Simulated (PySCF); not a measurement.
**CuO₂: relaxation and vibrations of the quartet**

Where does quartet CuO₂ go from a linear start, is the end point a minimum, and what are its modes, charges and moments?

Program: PySCF 2.14.0. Level of theory: PBE0, basis Cu def2-TZVP, O def2-TZVP, no relativity, density fitting. These are calculated values, not measurements.

**1. Starting geometry**

3 atoms, charge 0, spin multiplicity 4.

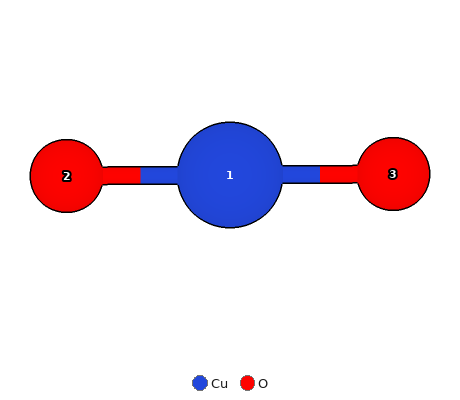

As it starts; copper blue, oxygen red; atoms are numbered from 1 in the order of the file.

```xyz
3
charge 0 multiplicity 4
Cu    0.0000    0.0000    0.0000
O     0.0000    0.0000    1.7200
O     0.0000    0.0000   -1.7200
```

**2. First SCF at the start**

The steps below are one call of a driver around PySCF. For each, scf.py gives the equivalent set-up of the SCF; relaxations use the driver's own optimiser. After this first run the driver tries any further starts and a stability analysis.

Contents of scf.py:

```python
from pyscf import gto, scf, dft
mol = gto.M(atom='''
Cu     0.000000     0.000000     0.000000
O      0.000000     0.000000     1.720000
O      0.000000     0.000000    -1.720000''',
    basis={'Cu': 'def2-TZVP', 'O': 'def2-TZVP'},
    charge=0, spin=3)
mf = dft.UKS(mol, xc='PBE0')
mf.grids.atom_grid = (50, 194)
aux = {'Cu': 'def2-universal-JKFIT', 'O': 'def2-universal-JKFIT'}
mf = mf.density_fit(auxbasis=aux)
mf.conv_tol = 1e-08
mf.diis_space = 10
mf.max_cycle = 60
mf.init_guess = 'minao'
mf.verbose = 4
mf.kernel()
```

Started as:

```console
> OMP_NUM_THREADS=4 python axn.py task.json out
```

The program printed:

```text
init E= -1790.00658153561
[... the frontier-level lines of each cycle are left out ...]
cycle= 1 E= -1784.75993676834  delta_E= 5.25  |g|= 4.79  |ddm|= 1.61
cycle= 2 E= -1763.89322511028  delta_E= 20.9  |g|= 9.78  |ddm|= 8.42
cycle= 3 E= -1788.56370604173  delta_E= -24.7  |g|= 3.31  |ddm|= 7.25
cycle= 4 E= -1789.02516720476  delta_E= -0.461  |g|= 2.07  |ddm|= 1.27
cycle= 5 E= -1790.18227185643  delta_E= -1.16  |g|=  1.2  |ddm|= 1.52
cycle= 6 E= -1790.46243044915  delta_E= -0.28  |g|= 0.121  |ddm|= 0.546
cycle= 7 E= -1790.46683851571  delta_E= -0.00441  |g|= 0.0436  |ddm|= 0.106
cycle= 8 E= -1790.46738225568  delta_E= -0.000544  |g|= 0.0404  |ddm|= 0.0308
cycle= 9 E= -1790.46791971772  delta_E= -0.000537  |g|= 0.0132  |ddm|= 0.0376
cycle= 10 E= -1790.46797899963  delta_E= -5.93e-05  |g|= 0.00276  |ddm|= 0.0146
cycle= 11 E= -1790.46798041182  delta_E= -1.41e-06  |g|= 0.00103  |ddm|= 0.00105
cycle= 12 E= -1790.46798074326  delta_E= -3.31e-07  |g|= 0.000339  |ddm|= 0.000887
cycle= 13 E= -1790.46798077472  delta_E= -3.15e-08  |g|= 5.79e-05  |ddm|= 0.000294
cycle= 14 E= -1790.46798077574  delta_E= -1.02e-09  |g|= 4.17e-06  |ddm|= 5.41e-05
Extra cycle  E= -1790.46798077577  delta_E= -3.14e-11  |g|= 4.68e-06  |ddm|= 1.01e-05
converged SCF energy = -1790.46798077577  <S^2> = 3.7740396  2S+1 = 4.0120018
```

This step, with its further starts and checks, ran for 8.5 s (4 threads of Arm Neoverse V1, shared host).

The starts that the driver tried:

```
                      start   energy (Eh)
    the minimal-basis guess  -1790.467981
a thermally smeared density  -1790.467983
      a smeared PBE density  -1790.467982
```

The test of internal stability and the other starts found no lower solution of this spin.

**3. Linear start, quartet: relaxation**

The program finds D∞h symmetry in the start, which this walk keeps.

Changes to scf.py since step 2:

```diff
@@ -15 +14,0 @@
-mf.init_guess = 'minao'
```

Steps of the walk:

```
step   energy (Eh)  change (kJ/mol)  largest symmetric gradient (Eh/bohr)
   0  -1790.467983             0.00                               0.00791
   1  -1790.468230            -0.65                               0.00189
   2  -1790.468245            -0.69                               0.00008
   3  -1790.468245            -0.69                               0.00000
```

The walk took 5 s.

End point (D∞h, 3 steps, 0.7 kJ/mol gained): Cu–O 1.738 Å (×2); O–Cu–O 180.0°.

**4. Is it a minimum? Harmonic modes**

The point is checked on the finer grid, and tightened if its gradient asks for it. The Hessian and the dipole derivatives come from central differences of analytic gradients, with steps of 0.02 bohr.

Changes to scf.py since step 3:

```diff
@@ -3,3 +3,3 @@
-Cu     0.000000     0.000000     0.000000
-O      0.000000     0.000000     1.720000
-O      0.000000     0.000000    -1.720000''',
+Cu     0.000000    -0.000000     0.000000
+O      0.000000    -0.000000     1.737852
+O      0.000000     0.000000    -1.737852''',
@@ -9 +9 @@
-mf.grids.atom_grid = (50, 194)
+mf.grids.atom_grid = (75, 302)
@@ -12 +12 @@
-mf.conv_tol = 1e-08
+mf.conv_tol = 1e-10
```

The driver hands on the density of the step before, so the log starts near convergence.

SCF at the final geometry:

```text
init E= -1790.46814035879
[... the frontier-level lines of each cycle are left out ...]
cycle= 1 E= -1790.46814035869  delta_E= 1.03e-10  |g|= 2.28e-05  |ddm|= 1.13e-05
cycle= 2 E= -1790.46814035704  delta_E= 1.64e-09  |g|= 9.33e-05  |ddm|= 3.91e-05
cycle= 3 E= -1790.46814035879  delta_E= -1.75e-09  |g|= 5.16e-06  |ddm|= 2.91e-05
cycle= 4 E= -1790.46814035881  delta_E= -1.41e-11  |g|= 1.5e-06  |ddm|= 3.62e-06
Extra cycle  E= -1790.4681403588  delta_E= 3.64e-12  |g|= 4.95e-06  |ddm|= 3.39e-06
converged SCF energy = -1790.4681403588  <S^2> = 3.7742932  2S+1 = 4.0121282
```

The whole step took 18 s.

Geometry: D∞h; Cu–O 1.738 Å (×2); O–Cu–O 180.0°.

Harmonic modes (main isotopes):

| ω (cm⁻¹) | IR (km/mol) | μ (u) | type |
| --- | --- | --- | --- |
| 112 | 18.7 | 21.37 | bend |
| 155 | 25.1 | 21.37 | bend |
| 606 | 0.0 | 15.99 | stretch |
| 686 | 34.1 | 21.37 | stretch |

No imaginary mode, so this is a minimum.

The SCF density has lower symmetry than the nuclear frame, so the modes carry no labels; pairs that should be degenerate can split.

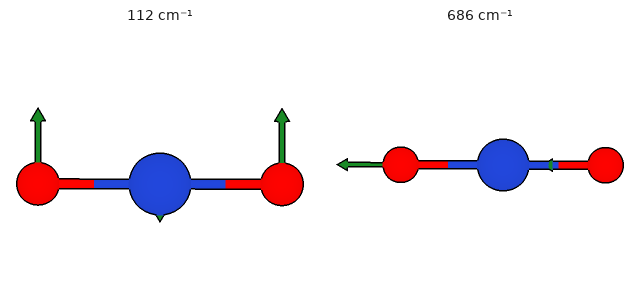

How the atoms move in 2 of the modes.

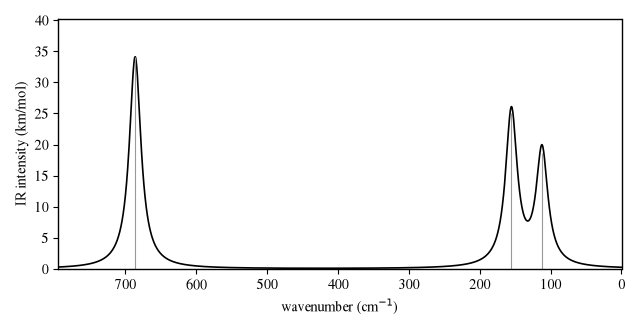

The harmonic infrared spectrum (widths in cm⁻¹). Lines are broadened to a width of 20 cm⁻¹ (Lorentzian).

Constants and moments:

- Dipole moment: 0.00 D
- Highest occupied level: -8.31 eV
- Lowest empty level: -4.96 eV
- Rotational constants: 0.1745 cm⁻¹
- Zero-point energy: 9.3 kJ/mol
- Principal polarisabilities: 18.2, 18.6, 81.2 bohr³
- Atomisation energy without zero-point energy: 490 kJ/mol
- Principal traceless quadrupole moments about the centre of mass: -9.52, 3.40, 6.12 D Å
- Entropy at 298.15 K and 1 bar (electronic part: spin only): 266.2 J/(mol K)
- Heat capacity Cp at 298.15 K: 53.0 J/(mol K)
- Enthalpy at 298.15 K above 0 K: 12.93 kJ/mol
- Rotational symmetry number: 2
- Spin squared ⟨S²⟩: 3.774

Populations by atom (charges in e):

| atom | Mulliken | Löwdin | polar tensor | spin (Mulliken) | Mayer order to Cu1 |
| --- | --- | --- | --- | --- | --- |
| Cu1 | 0.56 | 0.33 | 0.75 | 0.40 | – |
| O2,3 | -0.28 | -0.16 | -0.37 | 1.30 | 1.08 |

Mulliken populations on Cu1: s 6.69, p 12.30, d 9.45, f 0.00.

**5. Results**

| quantity | value |
| --- | --- |
| minimum | quartet, D∞h |
| geometry | Cu–O 1.738 Å (×2); O–Cu–O 180.0° |
| wavenumbers (cm⁻¹) | 112, 155, 606, 686 |
| dipole moment | 0.00 D |
| highest occupied, lowest empty level (either spin) | -8.31, -4.96 eV |
| polar-tensor charge of Cu1 | +0.75 e |
| zero-point energy | 9.3 kJ/mol |
| entropy at 298.15 K | 266.2 J/(mol K) |
| atomisation energy (no zero-point energy) | 490 kJ/mol |
| ⟨S²⟩ | 3.774 |

In words: The linear start keeps its D∞h symmetry and ends in a minimum. In the infrared the band at 686 cm⁻¹ (stretch) leads. The dipole vanishes although Cu1 carries +0.7 e by the polar tensor: the bond dipoles cancel. Other starts or spin states, not run here, may lie lower. The SCF density has lower symmetry than the nuclear frame. One determinant may miss the lowest occupation of an open d or f shell.

The search up to here took 31 s.
